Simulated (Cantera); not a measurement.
A closed system holds: 1 mol CCl₄, 0.011 mol Si, 13 mol H₂, 0.011 mol HCl, held at 270 Pa.

Cantera equilibrium calculation (NASA polynomials, part measured and part estimated; ideal gas, pure solids and liquids). Candidate condensed phases: C, C₆H₆, C₇H₈, C₈H₁₈, Si, SiC; 109 gas species. The tables' values for SiCl₃ are old estimates; treat these amounts as uncertain. Rates play no part.

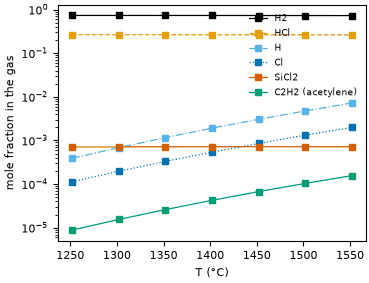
Equilibrium gas composition (values under 1e-9 drawn at 1e-9)

From 1252 °C to 1552 °C the condensed part is C(graphite). The main Si-bearing gas is SiCl₂ throughout.
